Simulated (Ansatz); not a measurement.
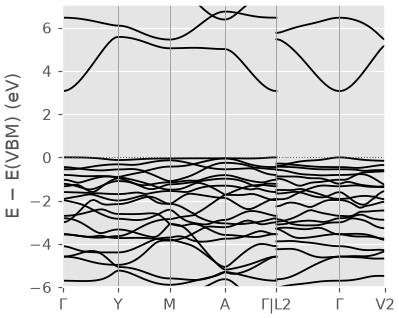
Band structure from LDA in the plane-wave PAW code Ansatz

**Question.** Read off the gap and where the band edges lie.

**Answer.** About 3.1 eV (3.07 eV by a search for the band edges); maximum at Γ, minimum at Γ.

The material is In₂Si₂O₇ in space group C2/m (No. 12; Pearson symbol mS22).

The workflow started from a Materials Project entry (that database holds measured and hypothetical structures alike); the Crystallography Open Database files this formula in space group No. 12, but the cells were not matched. Its standing as an ambient phase is unchecked. Symmetry was held in the LDA relaxation; phonons on a q-mesh show no instability. Spin–orbit coupling is left out wherever it is not named.

Potentials: the later of the program's two PAW sets.
